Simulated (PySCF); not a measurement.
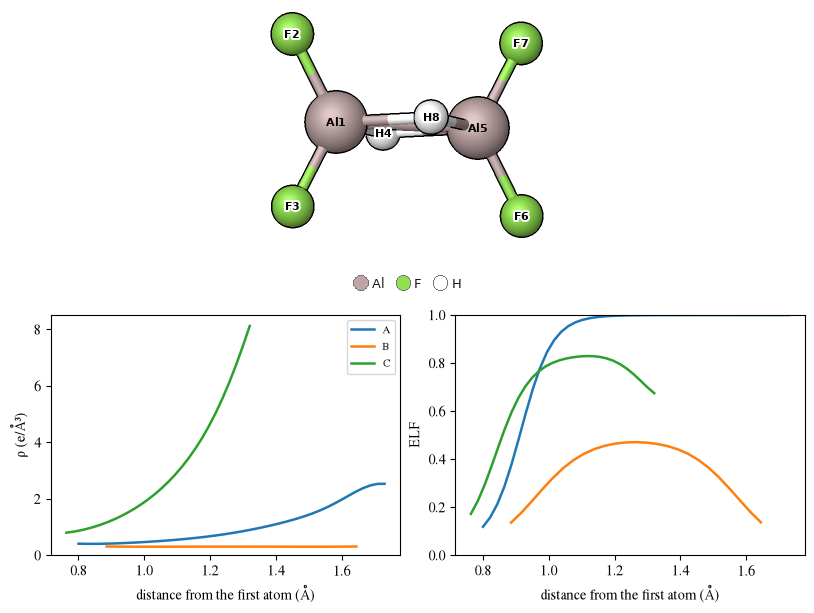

*Al$_{2}$F$_{4}$H$_{2}$ ((F2Al-mu-H)2). Total electron density and electron localisation function along straight lines between neighbouring atoms. The curves leave out the atomic cores. The structure is drawn too.*

Geometry: PBE0-D3(BJ)/def2-SVP.

Theory: PBE0/pcSseg-1 Al:pcSseg-2, SCF density, gas phase, non-relativistic in PySCF.

```yaml
atoms:
  - { symbol: Al, position_ang: [-0.6177, -1.0187, 0.4121] }
  - { symbol: F, position_ang: [-0.0972, -1.7421, 1.8018] }
  - { symbol: F, position_ang: [-1.9224, -1.5322, -0.4592] }
  - { symbol: H, position_ang: [-0.6859, 0.6973, 0.6205] }
  - { symbol: Al, position_ang: [0.6531, 0.9989, -0.4333] }
  - { symbol: F, position_ang: [0.1328, 1.7184, -1.8250] }
  - { symbol: F, position_ang: [1.9551, 1.5118, 0.4419] }
  - { symbol: H, position_ang: [0.7206, -0.7190, -0.6424] }
```

Question: Which curve belongs to which contact (Al–Al, Al–F and Al–H)? The first atom named is at distance zero.

Answer: Curve A: Al–H (1.73 Å): ρ is about 0.4 e/Å³ halfway; the ELF climbs to about 1 towards the hydrogen. Curve B: Al–Al (2.53 Å): the density is about 0.3 e/Å³ at the midpoint; the ELF is about 0.45 at the midpoint. Curve C: Al–F (1.65 Å): the density is about 0.93 e/Å³ at the midpoint; the ELF peaks at about 0.85 in the valence shell of F, 0.5 Å from its nucleus, and is about 0.35 at the midpoint.
